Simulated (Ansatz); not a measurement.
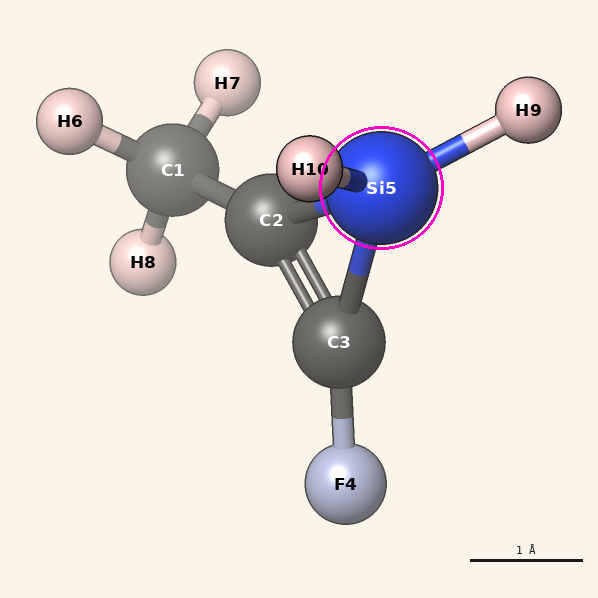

Orthographic view. Distant atoms are faded towards the background colour. Computed geometry: PBE0-D4/def2-TZVP optimisation. No frequency run is at hand to confirm it as a minimum.

Name the neighbours of the circled atom.

The circled atom is Si5; it is bonded to C2, C3, H9, H10.

Of C3 and Si5, which is nearer the viewer?

Si5; the bond to C3 points away from the viewer, so it looks shorter than its 1.79 Å.

What is the shortest path along bonds from the circled atom to H8?

Si5–C2–C1–H8, 3 bonds; through space the two are 3.98 Å apart.

Which atom is nearest the viewer?

H10, 2.7 Å in front of the mean position.
